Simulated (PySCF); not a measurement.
The calculation's input:

```
{"job": {"kind": "nmr", "xc": "PBE0", "basis": "pcSseg-1"}, "charge": 0, "multiplicity": 1}
C     -2.215569     3.644388     0.501571
C     -1.612635     2.620832     0.266266
Al    -0.644091     0.997118    -0.145447
C      1.290584     0.479019    -0.321917
C      1.549102    -1.047718    -0.240592
C      2.957114    -1.323663    -0.672388
O      3.823476    -1.780285     0.019211
Cl    -1.694927    -0.603516     0.992594
Al    -2.463504    -1.445359    -0.861746
Cl    -1.607381     0.196812    -2.001006
H     -2.742172     4.534407     0.710834
H      1.928565     0.976086     0.419080
H      1.668524     0.835448    -1.294216
H      1.402667    -1.412082     0.778175
H      0.862331    -1.580416    -0.912763
H      3.163559    -1.020992    -1.720131
H     -1.674341    -2.732761    -1.189610
H     -4.000063    -1.331000    -0.869090
```

Launched as:

```sh
OMP_NUM_THREADS=1 python probes_run.py task.json out
```

Geometry: GFN2-xTB.

All numbers below come from PBE0/pcSseg-1, SCF density, gas phase, non-relativistic in PySCF 2.14.0.

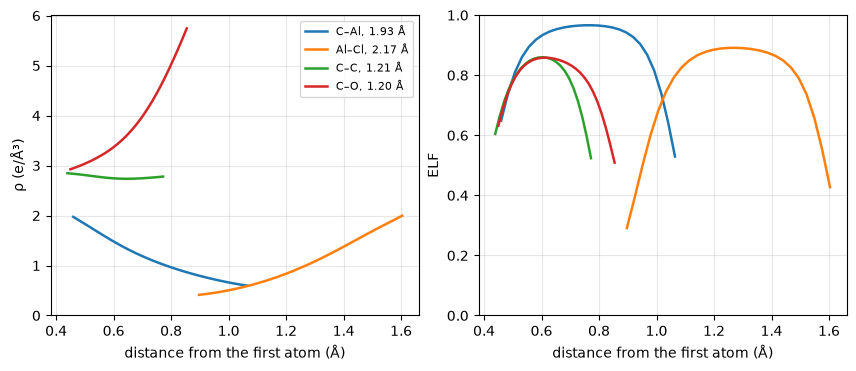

C₅H₈Al₂Cl₂O (SMILES C#[C][Al-]1([CH2]CC=O)[Cl+][AlH2-][Cl+]1). Electron density and electron localisation function along straight lines between neighbouring atoms. The curves leave out the atomic cores.

### What can be read from the curves?

C–Al (1.93 Å): the density is about 0.7 e/Å³ at the midpoint; the ELF peaks at about 0.95 between the atoms, as expected for a polar covalent bond.
Al–Cl (2.17 Å): the density is about 0.62 e/Å³ at the midpoint; the ELF peaks at about 0.90 in the valence shell of Cl, 0.9 Å from its nucleus, and is about 0.85 at the midpoint.
C–C (1.21 Å): the density is about 2.7 e/Å³ at the midpoint; the ELF peaks at about 0.85 between the atoms (a multiple bond).
C–O (1.20 Å): ρ at the midpoint is about 3.4 e/Å³; the ELF peaks at about 0.85 between the atoms; a multiple bond.
